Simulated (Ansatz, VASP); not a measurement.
# Bi (Bismuth) in two plane-wave programs

Aim: how closely do two programs agree when they are given the same cell, functional and k mesh? The cell comes out of the VASP series on this material, whose earlier steps may have relaxed, scaled or displaced it; both programs get it as it stands.

Method: plane waves, with VASP 6.6.1 beside it; single point at PBEsol and band structure at PBEsol, spin-orbit coupling, in Ansatz 0.2.0.

**1. Starting point**

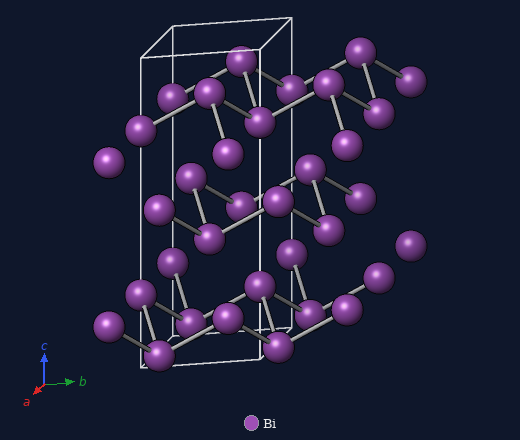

The cell as given, slightly off an axis (bismuth purple). 2×2×1 cells are drawn. This picture shows the conventional cell, with its axes. Bonds to atoms that aren't drawn are left out. Some periodic images of atoms are drawn too.

Structure file:

```cif
data_structure
_symmetry_space_group_name_H-M 'P 1'
_symmetry_Int_Tables_number 1
_cell_length_a 4.7108
_cell_length_b 4.7108
_cell_length_c 4.7108
_cell_angle_alpha 57.252
_cell_angle_beta 57.252
_cell_angle_gamma 57.252
_cell_volume 69.25
loop_
_atom_site_label
_atom_site_type_symbol
_atom_site_fract_x
_atom_site_fract_y
_atom_site_fract_z
_atom_site_occupancy
Bi1 Bi 0.23496 0.23496 0.23496 1
Bi2 Bi 0.76504 0.76504 0.76504 1
```

**2. VASP: single point, PBEsol**

A single point gives forces, pressure and levels at one fixed geometry, so differences don't come from the geometry; what else differs is listed under the comparison.

Lines of VASP's logs that name or quote its potential files are left out, and so is its time.

Input file INCAR:

```
SYSTEM = Bi
PREC = Accurate
ENCUT = 400
EDIFF = 1E-06
NELM = 100
ISMEAR = -5
SIGMA = 0.2
LREAL = .FALSE.
ALGO = Normal
GGA = PS
NBANDS = 27
LORBIT = 11
LWAVE = .FALSE.
LCHARG = .FALSE.
KPAR = 2
NEDOS = 2001
```

Input file POSCAR:

```
Bi
1.0
    2.2569148546      1.3030303989      3.9243476710
   -2.2569148546      1.3030303989      3.9243476710
    0.0000000000     -2.6060607977      3.9243476710
Bi
2
Direct
    0.2349557539      0.2349557539      0.2349557539
    0.7650442461      0.7650442461      0.7650442461
```

Input file KPOINTS:

```
Automatic mesh
0
Gamma
9 9 9
0 0 0
```

Potentials, in the order of the species: Bi_d (PBE family, release 64).

The run is started by

```sh
mpirun -np 2 vasp_std
```

Numbers of over 12 decimals in the logs are rounded to 6 here.

Log:

```text
[banner, memory and clock lines left out]
running    2 mpi-ranks, on    1 nodes
 distrk:  each k-point on    1 cores,    2 groups
 distr:  one band on    1 cores,    1 groups

 POSCAR found type information on POSCAR Bi
 POSCAR found :  1 types and       2 ions
|                                                                             |
|               ----> ADVICE to this user running VASP <----                  |
|                                                                             |
|     You enforced a specific xc type in the INCAR file but a different       |
|     [... a line on the potential file left out ...]
|     I HOPE YOU KNOW WHAT YOU ARE DOING!                                     |
|                                                                             |

 LDA part: xc-table for (Slater+PW92), standard interpolation
 POSCAR, INCAR and KPOINTS ok, starting setup
 FFT: planning ... GRIDC
 FFT: planning ... GRID_SOFT
 FFT: planning ... GRID
 WAVECAR not read
 entering main loop
       N       E                     dE             d eps       ncg     rms          rms(c)
DAV:   1     0.297376921386E+03    0.29738E+03   -0.13546E+04  4634   0.113E+03
DAV:   2     0.191663262985E+02   -0.27821E+03   -0.26845E+03  4719   0.346E+02
DAV:   3    -0.768095600309E+01   -0.26847E+02   -0.26598E+02  5436   0.119E+02
DAV:   4    -0.859279404554E+01   -0.91184E+00   -0.91108E+00  5792   0.241E+01
DAV:   5    -0.862693489726E+01   -0.34141E-01   -0.34136E-01  6537   0.409E+00    0.109E+00
DAV:   6    -0.861474299802E+01    0.12192E-01   -0.18120E-02  6185   0.131E+00    0.631E-01
DAV:   7    -0.860985486125E+01    0.48881E-02   -0.10673E-02  6153   0.102E+00    0.118E-01
DAV:   8    -0.860985846557E+01   -0.36043E-05   -0.13019E-03  5598   0.350E-01    0.214E-02
DAV:   9    -0.860987121679E+01   -0.12751E-04   -0.66009E-05  6587   0.518E-02    0.810E-03
DAV:  10    -0.860986873987E+01    0.24769E-05   -0.45701E-06  5477   0.209E-02    0.178E-03
DAV:  11    -0.860986872586E+01    0.14007E-07   -0.26017E-07  3037   0.424E-03
   1 F= -.86098687E+01 E0= -.86098687E+01  d E =0.000000E+00
|                                                                             |
|           W    W    AA    RRRRR   N    N  II  N    N   GGGG   !!!           |
|           W    W   A  A   R    R  NN   N  II  NN   N  G    G  !!!           |
|           W    W  A    A  R    R  N N  N  II  N N  N  G       !!!           |
|           W WW W  AAAAAA  RRRRR   N  N N  II  N  N N  G  GGG   !            |
|           WW  WW  A    A  R   R   N   NN  II  N   NN  G    G                |
|           W    W  A    A  R    R  N    N  II  N    N   GGGG   !!!           |
|                                                                             |
|     Tetrahedron method does not include variations of the Fermi             |
|     occupations, so forces and stress will be inaccurate. We suggest        |
|     using a different smearing scheme ISMEAR = 1 or 2 for metals in         |
|     relaxations.                                                            |
|                                                                             |
```

Parts of OUTCAR (step 2):

```text
ion  position               nearest neighbor table
   1  0.235  0.235  0.235-   2 3.06   2 3.06   2 3.06   2 3.49   2 3.49   2 3.49
   2  0.765  0.765  0.765-   1 3.06   1 3.06   1 3.06   1 3.49   1 3.49   1 3.49

  LATTYP: Found a trigonal (rhomboedric) cell.
 ALAT       =     4.7108446721
 COS(alpha) =     0.5409470568

 Subroutine GETGRP returns: Found 12 space group operations
 (whereof 12 operations were pure point group operations)

The static configuration has the point symmetry D_3d.

 Found     85 irreducible k-points:

   k-points           NKPTS =     85   k-points in BZ     NKDIM =     85   number of bands    NBANDS=     27

   dimension x,y,z NGX =    32 NGY =   32 NGZ =   32
   dimension x,y,z NGXF=    64 NGYF=   64 NGZF=   64

   ENCUT  =  400.0 eV  29.40 Ry    5.42 a.u.   7.68  7.68  7.68*2*pi/ulx,y,z

   NELECT =      30.0000    total number of electrons

 k-points in reciprocal lattice and weights: Automatic mesh
   0.00000000  0.00000000  0.00000000       0.001
   0.11111111 -0.00000000 -0.00000000       0.008
   0.22222222 -0.00000000 -0.00000000       0.008
   0.33333333  0.00000000 -0.00000000       0.008
   0.44444444 -0.00000000 -0.00000000       0.008
   0.11111111  0.11111111  0.00000000       0.008
   0.22222222  0.11111111 -0.00000000       0.016
   0.33333333  0.11111111 -0.00000000       0.016
   0.44444444  0.11111111 -0.00000000       0.016
[...]
0.44444444  0.44444444  0.44444444       0.003
  -0.44444444  0.44444444  0.44444444       0.008

 average (electrostatic) potential at core
       1-104.1851       2-104.1851

 E-fermi :   6.2895

 k-point     1 :       0.0000    0.0000    0.0000
  band No.  band energies     occupation
    ...
     11      -6.8478      2.00000
     12      -1.0681      2.00000
     13       4.8122      2.00000
     14       5.1373      2.00000
     15       5.1373      2.00000
     16       8.9416      0.00000
     17       9.3603      0.00000
     18       9.3603      0.00000
     19      11.9174      0.00000
     20      12.1069      0.00000
    ...

 k-point     2 :       0.1111   -0.0000   -0.0000
  band No.  band energies     occupation
    ...
     11      -6.7294      2.00000
     12      -1.3482      2.00000
     13       4.8717      2.00000
     14       5.1304      2.00000
     15       5.1406      2.00000
     16       8.6795      0.00000
     17       8.8563      0.00000
     18       9.0626      0.00000
     19      11.4443      0.00000
     20      11.8462      0.00000
    ...

 k-point     3 :       0.2222   -0.0000   -0.0000
  band No.  band energies     occupation
    ...
     11      -6.3787      2.00000
     12      -2.0763      2.00000
     13       4.9322      2.00000
     14       5.1284      2.00000
     15       5.2546      2.00000
     16       7.7153      0.00000
     17       8.2500      0.00000
     18       8.4022      0.00000
     19      11.4222      0.00000
     20      12.2367      0.00000
    ...

  Total        0.0598471      0.0598471     -0.0466517      0.0000000     -0.0000000      0.0000000
  in kB        1.3847308      1.3847308     -1.0794186      0.0000000     -0.0000000      0.0000000
  external PRESSURE =       0.5633476 kB  Pullay stress =       0.0000000 kB

  energy-cutoff  :      400.00
  volume of cell :       69.25
      direct lattice vectors                 reciprocal lattice vectors
     2.256914855  1.303030399  3.924347671     0.221541366  0.127906967  0.084939807
    -2.256914855  1.303030399  3.924347671    -0.221541366  0.127906967  0.084939807
     0.000000000 -2.606060798  3.924347671     0.000000000 -0.255813935  0.084939807

 POSITION                                       TOTAL-FORCE (eV/Angst)
 -----------------------------------------------------------------------------------
      0.00000      0.00000      2.76614         0.000000      0.000000      0.105747
      0.00000      0.00000      9.00690         0.000000     -0.000000     -0.105747
 -----------------------------------------------------------------------------------
    total drift:                                0.000000      0.000000     -0.000000

  FREE ENERGIE OF THE ION-ELECTRON SYSTEM (eV)
  ---------------------------------------------------
  free  energy   TOTEN  =        -8.6098687259 eV

  energy  without entropy=       -8.6098687259  energy(sigma->0) =       -8.60986873

 total charge
# of ion       s       p       d       tot
------------------------------------------
    1        1.524   1.361   9.914  12.800
    2        1.524   1.361   9.914  12.800
--------------------------------------------------
tot          3.049   2.722  19.828  25.599

[... 3 further parts left out ...]
```

The run ends at a pressure of 0.06 GPa, with forces up to 0.11 eV/Å.

**3. Ansatz: single point, PBEsol**

Ansatz runs on its default PAW (the set named soft_2) files.

The same cell, functional, mesh and smearing now go to Ansatz, which takes its cutoff from its data sets.

Input file input.yaml:

```yaml
crystal:
  lattice:
    - [2.2569148546, 1.3030303989, 3.924347671]
    - [-2.2569148546, 1.3030303989, 3.924347671]
    - [0.0, -2.6060607977, 3.924347671]
  atoms:
    - { symbol: Bi, position: [0.2349557539, 0.2349557539, 0.2349557539] }
    - { symbol: Bi, position: [0.7650442461, 0.7650442461, 0.7650442461] }
hamiltonian:
  xc: pbesol
  pseudopotentials: { kind: paw }
kpoints:
  mp_grid: { grid: [9, 9, 9] }
scf:
  occupations: { method: tetrahedron }
output:
  forces: true
  stress: true
```

The run is started by

```sh
ansatz run input.yaml --threads 2 --pin off --max-ram 4608MiB --backend cpu --events-out ev --progress --plain --runs-dir out
```

Log:

```text
Warning: output.forces, output.stress, relax.cell or npt_langevin: where a Kohn–Sham band that disperses or a degenerate level is filled in part under the method tetrahedron, the forces or the stress that this run publishes need not agree with its energy (scf.occupations.method in the input reference, under Limitations); prefer a smearing scheme for the forces or the stress
Engine: ansatz 0.2.0, aarch64-unknown-linux-gnu
Pseudopotentials: kind: paw
Pseudopotential: Bi, paw, valence charge 15, recommended cutoff 420 eV (normal), Bi.paw.azcp
Functional definition: PBEsol
  exchange = pbesol_x
  correlation = pbesol_c
Crystal: 2 atoms, lattice volume = 69.245 Å³
Basis set: ecut = 420 eV, 1333 PW (Γ), exchange–correlation on 64×64×64 points (8 copies of the dense FFT grid, shifted against one another)
Bands: 19, of which v1, the nominal top of the filled ones, is band 15 counted from 1 (14 counted from 0)
Symmetry: 12 space group operations
Space group: R-3m (ITA 166), of the structure as read, at distance tolerance 4.1e-5 Å
k-points: 85 of 729
Non-local potential: Bi, projectors of the file, l = 0: 2, l = 1: 2, l = 2: 2, l = 3: 2
PAW form: soft (Blöchl's): semilocal exchange-correlation on the pseudo side does not see the compensation charge
PAW frozen core: Bi, regenerated for the run's functional, and the local potential with it (the file was generated under x = pbe(κ = 0.804, μ = 0.219515), c = pbe(β = 0.066725))
PAW one-centre angular grid: Bi, 590 points (default); XC on 64 Gauss nodes
Initial density: superposition of atomic densities (neutral atoms: chi_scale 0, normalization atom), corrected by the library's trained network
Initial wavefunctions: pseudopotential atomic-orbital guess
Functional: x = pbesol(κ = 0.804, μ = 0.123457), c = pbesol(β = 0.046)
SCF iter   1: F=—  HF=-24484.008840 eV  |F-HF|=—  |Δ(HF+E_count)|=         —  Δρ=1.75e-3  dr2=2.37e-3  ethr=1.77e-3  ⟨swp⟩=6.7  Hψ=8015  notcnv=0
preconditioner: auto → Kerker (q_TF=auto, 2.373 Å⁻¹)  [metal: no gap  n_scr=14 (ndim 8)  ℏωp=24.4 eV  f_vac=0.002]
SCF iter   2: F=—  HF=-24484.008265 eV  |F-HF|=—  |Δ(HF+E_count)|=   5.75e-4  Δρ=1.03e-3  dr2=9.33e-4  ethr=7.91e-6  ⟨swp⟩=3.2  Hψ=4368  notcnv=0
SCF iter   3: F=—  HF=-24484.008048 eV  |F-HF|=—  |Δ(HF+E_count)|=   2.17e-4  Δρ=3.04e-4  dr2=6.82e-5  ethr=3.11e-6  ⟨swp⟩=2.7  Hψ=3314  notcnv=0
SCF iter   4: F=—  HF=-24484.008039 eV  |F-HF|=—  |Δ(HF+E_count)|=   9.24e-6  Δρ=1.29e-4  dr2=2.50e-5  ethr=2.27e-7  ⟨swp⟩=2.0  Hψ=3230  notcnv=0
SCF iter   5: F=—  HF=-24484.008036 eV  |F-HF|=—  |Δ(HF+E_count)|=   2.74e-6  Δρ=4.23e-5  dr2=2.18e-6  ethr=8.32e-8  ⟨swp⟩=2.1  Hψ=2390  notcnv=0
SCF iter   6: F=-24484.008037 eV  HF=-24484.008037 eV  |F-HF|=9.75e-9  |Δ(HF+E_count)|=   2.79e-7  Δρ=9.57e-6  dr2=9.67e-8  ethr=3.33e-10  ⟨swp⟩=4.0  Hψ=7955  notcnv=0
SCF 1 converged in 6 iterations: F = -24484.008037 eV  dr2 = 9.67e-8
  greatest PAW one-centre occupation: 0.987 electrons in one spin orbital (limit 2), on the Bi atom at site 1 (counted from 0), in its partial waves of l = 2
SCF converged after 6 iterations
Stability not checked: this state was not tested for a lower state beside it, because cold or Methfessel-Paxton smearing, or corrected tetrahedra, fill the levels in a way that the test cannot read (fill_not_monotonic; see scf.lower_state_search)
Free energy (F): -24484.008037 eV
Harris-Foulkes:  -24484.008037 eV  (|F-HF|=9.75e-9)
Internal energy: -24484.008037 eV  (E = F + TS)
E sigma→0 (E₀):  -24484.008037 eV
Fermi energy:    9.731996 eV
--- Per-component energies (eV) ---
  E_band       = -214.988854
  E_kinetic    = 605.762968
  E_local      = -3091.216014  (includes V_loc(G=0)·N_el)
  E_nonlocal   = 1122.953105
  E_hartree    = 1005.095205
  E_xc         = -300.294721
  E_vxc        = -288.034111  (∫ρ·V_xc dr)
  E_paw        = -21019.226828  (= ΣΔE_a)
  E_vpaw       = -574.652147  (= ΣTr[D̂ρ^β])
  E_aug_tail   = -0.000931  (compensation charges beyond the density's cutoff)
  E_ewald      = -2807.260326
  E_core_change = 0.179504  (= ΣΔE_core)
  E_smearing   = 0.000000  (= −TS)
  E_closure    = -0.000000  (closes the sum)
  Σ components = -24484.008037   (vs F -24484.008037, Δ=0.00e0)
--- Forces (eV/Å), atoms counted from 1 ---
  atom   1  Bi     0.00000000     0.00000000     0.09867514
  atom   2  Bi     0.00000000    -0.00000000    -0.09867514
  max |Σ_I F_I| component: 6.94e-18 eV/Å
--- Stress (GPa, compression-positive) ---
        0.225958       0.000000      -0.000000
        0.000000       0.225958      -0.000000
       -0.000000      -0.000000      -0.019455
  P = ⅓ Tr σ = 0.1442 GPa (1.442 kbar)
--- Band table (eV; the first three rows and the last of 85) ---
  k-point 0: bands = [... 11 lower, 2.3949, 8.2510, 8.5772, 8.5772, 12.3867, 12.8014, 12.8014, 15.3481]
  k-point 1: bands = [... 11 lower, 2.1137, 8.3106, 8.5704, 8.5811, 12.1232, 12.2989, 12.5027, 14.8793]
  k-point 2: bands = [... 11 lower, 1.3833, 8.3713, 8.5686, 8.6961, 11.1588, 11.6913, 11.8406, 14.8584]
  k-point 84: bands = [... 11 lower, -0.1860, 7.4873, 8.7698, 9.1347, 10.5628, 10.9981, 12.2825, 16.4179]
```

It took 2.4 s on 2 threads of Arm Neoverse V2, shared host; peak memory 0.37 GiB; 4.7 s of CPU time.

The run ends at a pressure of 0.14 GPa, with forces up to 0.099 eV/Å.

**4. Comparison**

Known differences besides the PAW data sets themselves: the cutoff is 420 eV in Ansatz and 400 eV in VASP; Ansatz makes its cores anew for this functional, VASP keeps those of its PBE data sets; VASP leaves aspherical gradient terms in its spheres out (LASPH is not set), Ansatz keeps them. Total energies have different zeros and are not compared.

Both answers:

| quantity | Ansatz | VASP | difference |
| --- | --- | --- | --- |
| pressure (GPa) | 0.14 | 0.06 | +0.09 |

Forces (eV/Å; atoms numbered as in POSCAR):

| atom | Ansatz x, y, z | VASP x, y, z |
| --- | --- | --- |
| Bi1 | 0.000, 0.000, 0.099 | 0.000, 0.000, 0.106 |
| Bi2 | 0.000, 0.000, -0.099 | 0.000, 0.000, -0.106 |

The forces differ by 4.1 meV/Å r.m.s., which is 6.7 % of the r.m.s. force of 0.06 eV/Å (both taken over all components). Ansatz's pressure holds a Pulay correction of 0.03 GPa; VASP's holds none.

**5. Ansatz: band structure, PBEsol, spin-orbit coupling**

Levels along a path test the potential and the projectors away from the mesh points.

The cell comes out of the VASP series on this material, whose earlier steps may have relaxed, scaled or displaced it; both programs get it as it stands.

Input file input.yaml:

```yaml
crystal:
  lattice:
    - [2.2569148546, 1.3030303989, 3.924347671]
    - [-2.2569148546, 1.3030303989, 3.924347671]
    - [0.0, -2.6060607977, 3.924347671]
  atoms:
    - { symbol: Bi, position: [0.2349557539, 0.2349557539, 0.2349557539] }
    - { symbol: Bi, position: [0.7650442461, 0.7650442461, 0.7650442461] }
hamiltonian:
  xc: pbesol
  pseudopotentials: { kind: paw_fr }
magnetization:
  noncollinear: true
  spin_orbit: true
kpoints:
  mp_grid: { grid: [5, 5, 5] }
  band_path:
    path:
      - [0.0, 0.0, 0.0]
      - [0.13333, 0.0, 0.0]
      - [0.3, 0.0, 0.0]
      - [0.46667, 0.0, 0.0]
      - [0.5, 0.04803, -0.04803]
      - [0.5, 0.12809, -0.12809]
      - [0.5, 0.20814, -0.20814]
      - [0.72519, 0.5, 0.27481]
      - [0.63858, 0.5, 0.36142]
      - [0.55197, 0.5, 0.44803]
      - [0.46667, 0.46667, 0.46667]
      - [0.3, 0.3, 0.3]
      - [0.13333, 0.13333, 0.13333]
      - [0.0, 0.0, 0.0]
      - [0.12336, 0.0, -0.12336]
      - [0.22205, 0.0, -0.22205]
      - [0.34541, 0.0, -0.34541]
      - [0.60393, 0.39607, 0.0]
      - [0.56063, 0.43937, 0.0]
      - [0.51732, 0.48268, 0.0]
      - [0.51732, 0.51732, 0.03202]
      - [0.56063, 0.56063, 0.11208]
      - [0.60393, 0.60393, 0.19213]
      - [0.62126, 0.62126, 0.25749]
      - [0.57795, 0.57795, 0.3441]
      - [0.53464, 0.53464, 0.43071]
      - [0.5, 0.0, 0.0]
      - [0.58661, 0.12336, 0.12336]
      - [0.67322, 0.24672, 0.24672]
      - [0.75983, 0.37008, 0.37008]
    npoints: 1
scf:
  occupations: { method: methfessel_paxton, width: 0.2 }
  n_extra_bands: 14
output:
  forces: true
  stress: true
  eigenvalues: true
```

Log:

```text
[...]
non-collinear run that drives no moment, with spin-orbit: no starting moment large enough to seed its density (crystal.atoms[].spin), no starting occupations that ask for one, no magnetisation constraint and no magnetic field, so the semilocal B_xc is pinned to zero
Crystal: 2 atoms, lattice volume = 69.245 Å³
[...]
k-point 1: bands = [... 26 lower, 8.9057, 8.9057, 9.2237, 9.2237, 10.3262, 10.3262, 12.0835, 12.0835, ... 10 higher]
  k-point 2: bands = [... 26 lower, 8.2484, 8.2484, 9.5019, 9.5019, 9.8268, 9.8268, 10.7120, 10.7120, ... 10 higher]
  k-point 18: bands = [... 26 lower, 7.5699, 7.5699, 8.8311, 8.8311, 10.8865, 10.8865, 12.1493, 12.1493, ... 10 higher]
[key lines of the parts left out:]
SCF converged after 6 iterations
Magnetization: |M| = 0.0000 μB,  M = (+0.0000, +0.0000, +0.0000) μB
Free energy (F): -24565.822652 eV
Fermi energy:    9.731708 eV
P = ⅓ Tr σ = 0.9716 GPa (9.716 kbar)
```

Run time: 8.9 s. Hardware: 2 threads; peak memory 0.49 GiB.

(Part 1 of 2 ends here.)

[Lines on the potential files, build, host, timing and source positions are cut from VASP's logs without a mark.]

[Logs are printed without paths, hosts, clocks, repeated set-up lines and the standing remarks that a program may print on its own settings, such as how far it seeks lower states.]

[Hosts, paths, dates, database ids (printed as entryN), source tags and the programs' standing remarks are cut or masked in the printed files.]
